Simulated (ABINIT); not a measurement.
# A GW chain in ABINIT: F (C2/m)

Wanted: ground state, empty states, screening and self-energy for F (C2/m).

Method: LDA and many-body steps on it, plane waves, in ABINIT 10.8.3.

### 1. Starting point

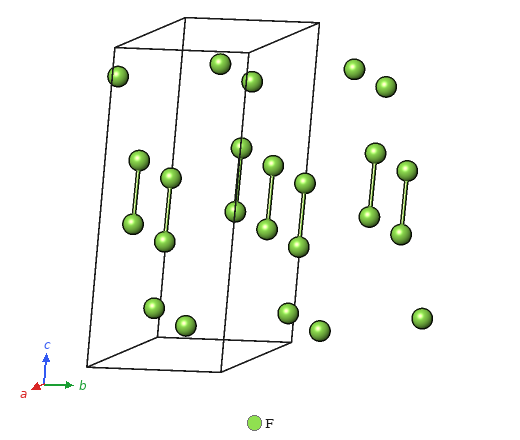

Start, viewed slightly off an axis; fluorine green. 1×2×1 cells are drawn. This picture shows the conventional cell, with its axes. Bonds to atoms that aren't drawn are left out. Some periodic images of atoms are drawn too.

Coordinates:

```cif
data_structure
_symmetry_space_group_name_H-M 'C2/m'
_symmetry_Int_Tables_number 12
_cell_length_a 5.3010
_cell_length_b 3.0346
_cell_length_c 7.0473
_cell_angle_alpha 90.000
_cell_angle_beta 107.366
_cell_angle_gamma 90.000
_cell_volume 108.20
loop_
_atom_site_label
_atom_site_type_symbol
_atom_site_symmetry_multiplicity
_atom_site_Wyckoff_symbol
_atom_site_fract_x
_atom_site_fract_y
_atom_site_fract_z
_atom_site_occupancy
F1 F 4 i 0.00450 0.50000 0.40085 1
F2 F 4 i 0.58536 0.50000 0.09860 1
```

The cell and positions are those that the Materials Project relaxed with its own functionals (PBE, PBE+U or r2SCAN), kept fixed.

### 2. Ground state

This step: ABINIT 10.8.3; DFT, LDA, plane waves, norm-conserving pseudopotentials.

The ground-state density comes first.

The input, run.abi:

```
acell 3*1.0 Angstrom
rprim 
  2.650494272500 -1.517320773400 0.000000000000
  2.650494272500 1.517320773400 -0.000000000000
  -2.103423892600 -0.000000000000 6.726107507300
ntypat 1
znucl 9
natom 4
typat 1 1 1 1
xred 
  0.504495130000 0.504495130000 0.400850110000
  0.085358160000 0.085358160000 0.098603260000
  0.495504870000 0.495504870000 0.599149890000
  0.914641840000 0.914641840000 0.901396740000
pp_dirpath "pseudos"
pseudos "F.upf"
ecut 36
ngkpt 8 8 4
nshiftk 1
shiftk 0 0 0
kptopt 1
chksymbreak 0
nband 20
occopt 1
tolvrs 1e-10
nstep 60
prtwf 0
optforces 0
optstress 0
indata_prefix "in"
outdata_prefix "out"
tmpdata_prefix "tmp"
```

Started as:

```bash
OMP_NUM_THREADS=1 mpirun -n 8 abinit run.abi > log
```

Numbers of over 12 decimals in the logs are rounded to 6 here.

Log:

```text
.Version 10.8.3 of ABINIT. v10.8.2 released Aug 2026.

 Symmetries : space group C2/m (# 12); Bravais mC (1-face-center monocl.)
================================================================================
 Values of the parameters that define the memory need of the present run
     intxc =       0    ionmov =       0      iscf =       7    lmnmax =       5
     lnmax =       5     mgfft =      72  mpssoang =       3    mqgrid =    3434
     natom =       4  nloc_mem =       1    nspden =       1   nspinor =       1
    nsppol =       1      nsym =       4    n1xccc =    2501    ntypat =       1
    occopt =       1   xclevel =       1
-    mband =          20        mffmem =           1         mkmem =          10
       mpw =        3790          nfft =       73728          nkpt =          78
================================================================================
  Rough estimation (10% accuracy) of disk space for files :
================================================================================

--------------------------------------------------------------------------------
------------- Echo of variables that govern the present computation ------------
--------------------------------------------------------------------------------
 -outvars: echo values of preprocessed input variables --------
            acell      1.8897261259E+00  1.8897261259E+00  1.8897261259E+00 Bohr

      chksymbreak           0
             ecut      3.60000000E+01 Hartree
-          fftalg         312

              ixc       -1012
              kpt      0.00000000E+00  0.00000000E+00  0.00000000E+00
                       1.25000000E-01  0.00000000E+00  0.00000000E+00
                       2.50000000E-01  0.00000000E+00  0.00000000E+00
                       3.75000000E-01  0.00000000E+00  0.00000000E+00
                       5.00000000E-01  0.00000000E+00  0.00000000E+00
                       1.25000000E-01  1.25000000E-01  0.00000000E+00
                       2.50000000E-01  1.25000000E-01  0.00000000E+00
                       3.75000000E-01  1.25000000E-01  0.00000000E+00
                       5.00000000E-01  1.25000000E-01  0.00000000E+00
   [... 39 further rows ...]
                      -3.75000000E-01  5.00000000E-01  2.50000000E-01
                      -2.50000000E-01  5.00000000E-01  2.50000000E-01
                       outvar_i_n : Printing only first  50 k-points.
         kptrlatt        8    0    0      0    8    0      0    0    4
          kptrlen      4.58771313E+01
P           mkmem          10
            natom           4
            nband          20
            ngfft          32      32      72
             nkpt          78
            nstep          60
             nsym           4
           ntypat           1
              occ      2.000000  2.000000  2.000000  2.000000  2.000000  2.000000
                       2.000000  2.000000  2.000000  2.000000  2.000000  2.000000
                       2.000000  2.000000  0.000000  0.000000  0.000000  0.000000
                       0.000000  0.000000
        optforces           0
        optstress           0
            prtwf           0
            rprim      2.6504942725E+00 -1.5173207734E+00  0.0000000000E+00
[...]
spgroup          12

           tolvrs      1.00000000E-10

             xred      5.0449513000E-01  5.0449513000E-01  4.0085011000E-01
[...]
znucl        9.00000

================================================================================

 chkinp: Checking input parameters for consistency.

================================================================================
== DATASET  1 ==================================================================
-   mpi_nproc: 8, omp_nthreads: 1 (-1 if OMP is not activated)

--- !DatasetInfo
iteration_state: {dtset: 1, }
dimensions: {natom: 4, nkpt: 78, mband: 20, nsppol: 1, nspinor: 1, nspden: 1, mpw: 3790, }
cutoff_energies: {ecut:  36.0, pawecutdg:  -1.0, }
electrons: {nelect:   2.80000000E+01, charge:   0.00000000E+00, occopt:   1.00000000E+00, tsmear:   1.00000000E-02, }

 Real(R)+Recip(G) space primitive vectors, cartesian coordinates (Bohr,Bohr^-1):
 R(1)=  5.0087083 -2.8673207  0.0000000  G(1)=  0.0998261 -0.1743788  0.0312182
 R(2)=  5.0087083  2.8673207  0.0000000  G(2)=  0.0998261  0.1743788  0.0312182
 R(3)= -3.9748951  0.0000000 12.7105011  G(3)=  0.0000000  0.0000000  0.0786751
 Unit cell volume ucvol=  3.6508558E+02 bohr^3
 Angles (23,13,12)=  1.05012474E+02  1.05012474E+02  5.95794353E+01 degrees

 getcut: wavevector=  0.0000  0.0000  0.0000  ngfft=  32  32  72
         ecut(hartree)=     36.000   => boxcut(ratio)=   2.00168

--- Pseudopotential description ------------------------------------------------
- F Generated using ONCVPSP code by D. R. Hamann
-  9.00000   7.00000  201202                  znucl, zion, pspdat
12 -1012 2 -1 824                             pspcod,pspxc,lmax,lloc,mmax
     nproj     2     2     1
  pspatm : epsatm=    4.94580260
         --- l  ekb(1:nproj) -->
[...]
2   -2.364936
 pspatm: atomic psp has been read  and splines computed

   5.53929891E+02                                ecore*ucvol(ha*bohr**3)
--------------------------------------------------------------------------------

_setup2: Arith. and geom. avg. npw (full set) are    3766.051    3766.042

================================================================================

--- !BeginCycle
iteration_state: {dtset: 1, }
solver: {iscf: 7, nstep: 60, nline: 4, wfoptalg: 0, }
tolerances: {tolvrs: 1.00E-10, }

     iter   Etot(hartree)      deltaE(h)  residm     vres2
 ETOT  1  -97.835018820037    -9.784E+01 2.227E-01 6.215E+01
 ETOT  2  -97.928358125135    -9.334E-02 1.570E-02 6.566E+00
 ETOT  3  -97.930586972082    -2.229E-03 8.658E-04 2.074E-01
 ETOT  4  -97.930690757726    -1.038E-04 4.972E-04 3.953E-02
 ETOT  5  -97.930695882502    -5.125E-06 3.966E-04 6.049E-03
 ETOT  6  -97.930696402651    -5.201E-07 5.003E-04 2.451E-03
 ETOT  7  -97.930696445184    -4.253E-08 2.472E-04 3.661E-04
 ETOT  8  -97.930696451180    -5.996E-09 2.256E-04 1.722E-04
 ETOT  9  -97.930696456980    -5.800E-09 8.325E-05 1.195E-06
 ETOT 10  -97.930696457034    -5.441E-11 1.259E-04 1.831E-08
 ETOT 11  -97.930696457035    -1.009E-12 4.920E-05 5.747E-10
 ETOT 12  -97.930696457036    -4.832E-13 1.147E-04 3.273E-11

 At SCF step   12       vres2   =  3.27E-11 < tolvrs=  1.00E-10 =>converged.

--- !ResultsGS
iteration_state: {dtset: 1, }
comment   : Summary of ground state results
lattice_vectors:
- [  5.0087083,  -2.8673207,   0.0000000, ]
- [  5.0087083,   2.8673207,  -0.0000000, ]
- [ -3.9748951,  -0.0000000,  12.7105011, ]
lattice_lengths: [   5.77137,    5.77137,   13.31753, ]
lattice_angles: [105.012, 105.012,  59.579, ] # degrees, (23, 13, 12)
lattice_volume:   3.6508558E+02
convergence: {deltae: -4.832E-13, res2:  3.273E-11, residm:  1.147E-04, diffor:  0.000E+00, }
etotal    :  -9.79306965E+01
entropy   :   0.00000000E+00
fermie    :  -1.47597402E-01
cartesian_stress_tensor: null
pressure_GPa: null
xred      :
- [  5.0450E-01,   5.0450E-01,   4.0085E-01,  F]
- [  8.5358E-02,   8.5358E-02,   9.8603E-02,  F]
- [  4.9550E-01,   4.9550E-01,   5.9915E-01,  F]
- [  9.1464E-01,   9.1464E-01,   9.0140E-01,  F]
cartesian_forces: null
force_length_stats: {min: null, max: null, mean: null, }

 Integrated electronic density in atomic spheres:
 ------------------------------------------------
 Atom  Sphere_radius  Integrated_density
[...]
4        2.00000          7.03623668
================================================================================

 ----iterations are completed or convergence reached----

 Mean square residual over all n,k,spin=   13.040E-08; max=  11.466E-05
 reduced coordinates (array xred) for    4 atoms
       0.504495130000      0.504495130000      0.400850110000
       0.085358160000      0.085358160000      0.098603260000
       0.495504870000      0.495504870000      0.599149890000
       0.914641840000      0.914641840000      0.901396740000
 rms dE/dt=  0.0000E+00; max dE/dt=  0.0000E+00; dE/dt below (all hartree)
    1       0.000000000000      0.000000000000      0.000000000000
    2       0.000000000000      0.000000000000      0.000000000000
    3       0.000000000000      0.000000000000      0.000000000000
    4       0.000000000000      0.000000000000      0.000000000000

 cartesian coordinates (angstrom) at end:
    1      1.831165     0.000000     2.696161
    2      0.245078    -0.000000     0.663216
    3      1.366399    -0.000000     4.029947
    4      2.952486     0.000000     6.062891
 length scales=  1.889726125908  1.889726125908  1.889726125908 bohr
              =  1.000000000000  1.000000000000  1.000000000000 angstroms
 prteigrs : about to open file out_EIG
 Fermi (or HOMO) energy (hartree) =  -0.14760   Average Vxc (hartree)=  -0.33855
 Eigenvalues (hartree) for nkpt=  78  k points:
 kpt#   1, nband= 20, wtk=  0.00391, kpt=  0.0000  0.0000  0.0000 (reduced coord)
  -1.06872   -1.06106   -0.83641   -0.81537   -0.41736   -0.37352   -0.27343   -0.27201
  -0.26890   -0.26735   -0.16488   -0.15688   -0.15613   -0.15038   -0.06820   -0.02303
   0.18924    0.26957    0.32200    0.54973
 prteigrs : prtvol=0 or 1, do not print more k-points.

--- !EnergyTerms
iteration_state     : {dtset: 1, }
comment             : Components of total free energy in Hartree
kinetic             :  6.29199005645808E+01
hartree             :  3.32906896475077E+01
xc                  : -2.10930540795065E+01
Ewald energy        : -5.61772268115315E+01
psp_core            :  1.51726040663670E+00
local_psp           : -1.08393137614668E+02
non_local_psp       : -9.99512857005472E+00
total_energy        : -9.79306964570356E+01
total_energy_eV     : -2.66483000663032E+03
band_energy         : -1.27661259686374E+01

== END DATASET(S) ==============================================================
================================================================================

 -outvars: echo values of variables after computation  --------
           etotal     -9.7930696457E+01
            nband          20
             nkpt          78
          spgroup          12
 [... the other variables as echoed above ...]

 Calculation completed.
```

Elapsed: 23 s, on 8 MPI ranks of Arm Neoverse V1, shared host; peak memory 0.73 GiB; 3.1 min of CPU time.

Numbers from this step:

```
total energy               : -2664.8300 eV
gap                        : 2.161 eV
k of the valence top       : 0.5, 0.5, 0
k of the conduction bottom : 0, 0, 0
least direct gap           : 2.236 eV
```

The gap is indirect, with the least direct gap 0.08 eV higher.

[end of part 1 of 3]

[Paths, hosts, dates, memory and timing lines, banners, echoed tables and standing remarks are left out of the program output.]

[Logs are printed without paths, hosts, clocks, repeated set-up lines and the standing remarks that a program may print on its own settings, such as how far it seeks lower states.]

[Runs of the session that timed out or met a known fault of the program may be left out.]

[Hosts, paths, dates, database ids (printed as entryN), source tags and the programs' standing remarks are cut or masked in the printed files.]

[G0W0 gaps are taken among the corrected bands and points alone; a level outside them can change the order at an edge.]

[Where Ansatz stands beside ABINIT at settings called matched, ABINIT's density can come from a denser mesh and the files from another edition; pairs whose starting gaps differed by over 0.03 eV were left out, so agreement reads better than it is.]
